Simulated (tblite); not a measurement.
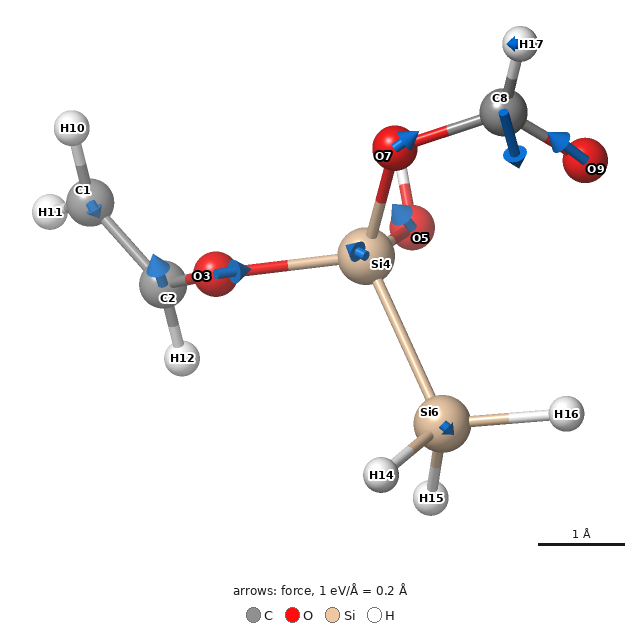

Starting geometry of C3H8O4Si2 with the computed forces as blue arrows. A ball-and-stick model, seen at a tilt.

These are results of GFN2-xTB geometry optimisation, gas phase in tblite, not measurements. 

What follows when this structure is relaxed?

Answer. It isn't relaxed: the largest force vector, on a C atom, is 4.63 eV/Å. The final displacements have little in common with the starting forces (cosine between the two patterns 0.24). The atom that moves furthest after the best rigid fit is an O atom (1.72 Å). By element the largest moves are O 1.72 Å, H 1.15 Å, Si 0.60 Å, C 0.50 Å. Near-neighbour distances that change, for instance: O–Si 1.771 → 1.633 Å, C–O 1.377 → 1.295 Å, O–Si 1.702 → 1.624 Å, Si–Si 2.234 → 2.284 Å. Among the angles between lasting bonds that change: C–O–Si 116.3° → 129.2°, O–Si–Si 106.9° → 119.6°, O–C–H 122.8° → 111.5°. Groups turn about C–O by about 65°, O–Si by about 55°, O–Si by about 50°. The energy falls by 1.171 eV in 184 geometry steps.
